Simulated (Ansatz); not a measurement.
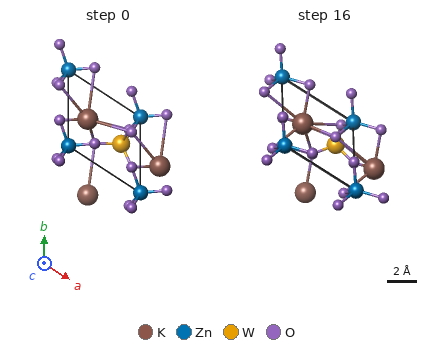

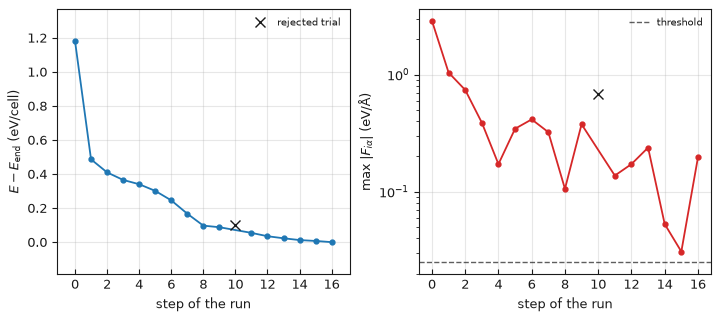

First and last geometry of a relaxation of crystalline KZnWO₄ (a generated structure, set up in P1) (coarse preliminary run), with the history of the run. A ball-and-stick model of the cell of the calculation, reduced to other axes, seen along the c axis. Lengths and directions refer to the drawn axes.

Level of theory: DFT PBE, scalar-relativistic, plane waves, PAW (Ansatz). Settings: plane-wave cutoff 420 eV; k-point mesh 4 × 4 × 4; occupations gaussian; smearing width 0.2 eV; no spin polarisation; cell and atoms relaxed; force threshold 0.025 eV/Å; at most 60 steps.

**What do the curves and the structures tell?**

The run was cut off at its time limit before the relaxation converged, so the last structure is only a point on the way. Over 15 accepted moves (16 points after the start) the energy falls by 1.182 eV per cell of the calculation. The largest force component goes from 2.9 to 0.2 eV/Å. Pressure: −4.15 GPa at the start and −0.14 GPa at the end. The line search rejected the trial step at point 10 of the run. The atom that moves furthest relative to the cell is an O atom (0.77 Å along [1 −3 0]). Largest moves by element: O 0.77 Å, K 0.23 Å, W 0.20 Å, Zn 0.07 Å. The drawn cell changes as follows: a 6.071 → 5.946 Å (−2.1 %), b 6.079 → 5.537 Å (−8.9 %), c 6.173 → 5.947 Å (−3.7 %), α 118.3° → 118.8°, β 91.3° → 91.8°, γ 118.0° → 118.6°; the volume changes by −15.7 %. Some distances before and after: K–O 3.676 → 2.878 Å, K–O 3.773 → 2.999 Å, K–O 3.536 → 2.844 Å, K–O 3.477 → 2.838 Å. New bonds form: K–O (3.77 → 3.00 Å). Bond angles that change, for instance: Zn–O–W 173.0° → 135.2°, Zn–O–W 171.8° → 135.0°, Zn–O–W 163.8° → 134.1°. The space group stays P1 (No. 1). Cost: 7.2 min on 1 thread of Arm Neoverse V1, with other jobs on the host, peak memory 0.57 GiB.

```tsv
step	E − E(0), meV/atom	largest force component, eV/Å	pressure, GPa	volume, Å³/atom	note
0	0.00	2.8751	-4.15	23.993	
1	-99.38	1.0402	-0.32	23.030	
2	-110.30	0.7391	0.94	22.934	
3	-116.63	0.3888	0.61	23.151	
4	-120.23	0.1720	-0.04	23.353	
5	-125.80	0.3449	-1.14	23.469	
6	-133.77	0.4143	-1.20	23.241	
7	-144.96	0.3224	-0.34	22.562	
8	-154.99	0.1059	-0.05	21.808	
9	-156.31	0.3764	-1.21	21.228	
10	-154.46	0.6826	1.15	20.638	rejected
11	-161.06	0.1373	-0.32	20.947	
12	-163.87	0.1721	-0.35	20.735	
13	-165.59	0.2379	-0.49	20.518	
14	-167.10	0.0529	-0.18	20.720	
15	-167.84	0.0308	-0.07	20.568	
16	-168.83	0.1962	-0.14	20.227
```
